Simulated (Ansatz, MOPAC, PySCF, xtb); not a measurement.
CH2O (SMILES C=O) and CH5N (SMILES CN) are pulled apart as rigid monomers along the line of their centres of mass, from the B3LYP-D3(BJ)/def2-TZVP minimum. Starting geometry (charge 0, multiplicity 1):
```xyz
11

C      0.08629     0.29097     0.74281
O     -0.32810    -0.83120     0.60769
H      1.14558     0.50677     0.96735
H     -0.55628     1.17828     0.60106
C      0.24823    -0.51784     3.87960
N     -0.24449     0.75989     3.36114
H      1.33814    -0.49149     3.91495
H     -0.03824    -1.31372     3.19162
H     -0.12012    -0.77285     4.88018
H      0.07301     1.53438     3.93146
H     -1.25741     0.78058     3.36231
```

Interaction energies with rigid monomers; basis-set methods are counterpoise corrected unless marked otherwise.

Rows in 6-31G* carry no dispersion term and start afresh at each structure (6-31G* with six Cartesian d functions). The state that PM7 reach isn't checked; PM7 holds dispersion and hydrogen-bond terms.

Run with Ansatz (Gaussian basis) for Hartree–Fock, density functionals and correlated methods; MOPAC for PM7 (differences of heats of formation); PySCF for 6-31G* rows, the dispersion terms; xtb for the GFN methods. 

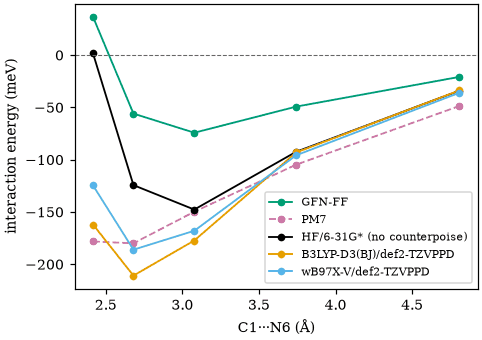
Fig. 1. Interaction energy against separation

Q: Which level binds most strongly at C1···N6 = 2.68, and by how much?

A: B3LYP-D3(BJ)/def2-TZVPPD, -211 meV.

Ansatz is a quantum-chemistry and plane-wave program.
